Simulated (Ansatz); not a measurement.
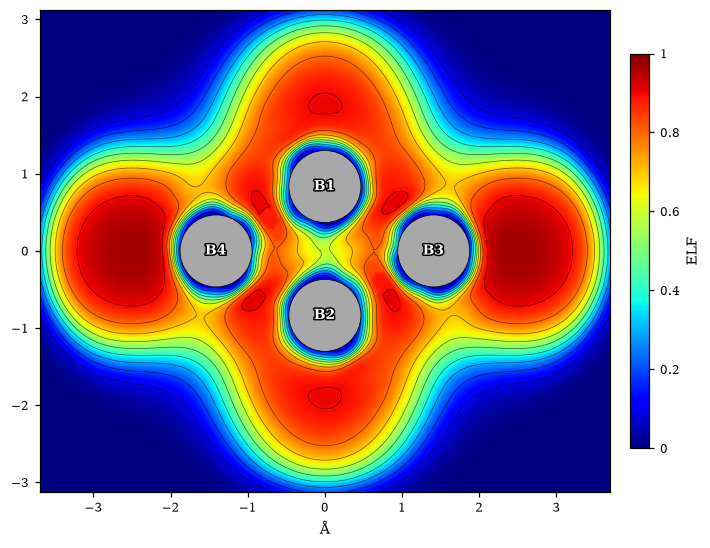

Figure 1: B₄ (quintet). ELF on the molecular plane. Grey discs cover the atomic cores.

Geometry: PBE-D4/def2-TZVP.

All numbers below come from Ansatz 0.2.0, UKS PBE0-D4/def2-TZVP.

> Interpret the plot.

Atoms in the plane: B.
B–B (1.64 Å): the ELF peaks at about 0.90 between the atoms, as expected for a shared electron pair.
The ELF also peaks beside B2, B4, B3 and B1, away from the bonds: non-bonding electrons, paired or unpaired.
